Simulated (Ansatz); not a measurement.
Reaction (SMILES): FCF → F[CH2] (CH2-F) + F atom
B3LYP-D3(BJ)/def2-TZVP geometries, fixed; electronic energies without zero-point terms.
Largest species:
```xyz
5

C      0.0044     0.0053     0.5043
F     -0.0170     1.1024    -0.3021
F      0.0119    -1.1085    -0.2792
H     -0.9025    -0.0002     1.1113
H      0.9218     0.0234     1.0951
```

Basis-set convergence of the bond dissociation energy at PBE with Ansatz (a program for electronic structure). Cartesian d functions, on some or all atoms, in 6-31G*, 6-31+G*; all else is spherical. The program fits the integrals of some runs and decomposes those of others, by size. Open shells are unrestricted. No added dispersion term, no relativity. Functions are those of the species that has most. Reference: the value in aug-pcseg-3, 125.75 kcal/mol, itself unsure by roughly 0.10 kcal/mol (its mean distance from aug-cc-pVQZ, cc-pV5Z, def2-QZVPPD). Deviations are taken from unrounded values.

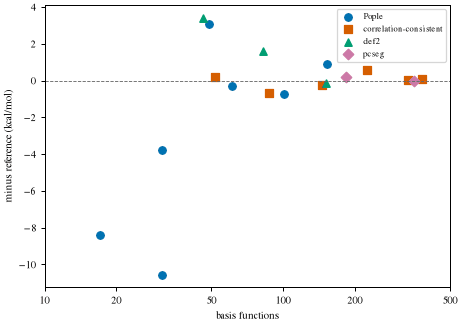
Deviation from the reference against the number of basis functions, by family of sets.

```
basis              functions  bond dissociation energy (kcal/mol)  minus reference (kcal/mol)
-----------------  ---------  -----------------------------------  --------------------------
STO-3G                    17                               117.34                       -8.42
3-21G                     31                               121.99                       -3.76
6-31G                     31                               115.21                      -10.55
def2-SV(P)                46                               129.15                        3.39
6-31G*                    49                               128.83                        3.08
cc-pVDZ                   52                               125.96                        0.20
6-31+G*                   61                               125.46                       -0.30
def2-SVPD                 82                               127.36                        1.61
aug-cc-pVDZ               87                               125.06                       -0.69
6-311++G(2d,2p)          101                               125.00                       -0.75
jun-cc-pV(T+d)Z          145                               125.53                       -0.23
def2-TZVPPD              151                               125.61                       -0.14
6-311++G(3df,3pd)        153                               126.67                        0.92
aug-pcseg-2              184                               125.93                        0.18
cc-pVQZ                  225                               126.31                        0.55
aug-cc-pVQZ              332                               125.79                        0.04
aug-pcseg-3              353                               125.75                        0.00
cc-pV5Z                  383                               125.84                        0.09
```
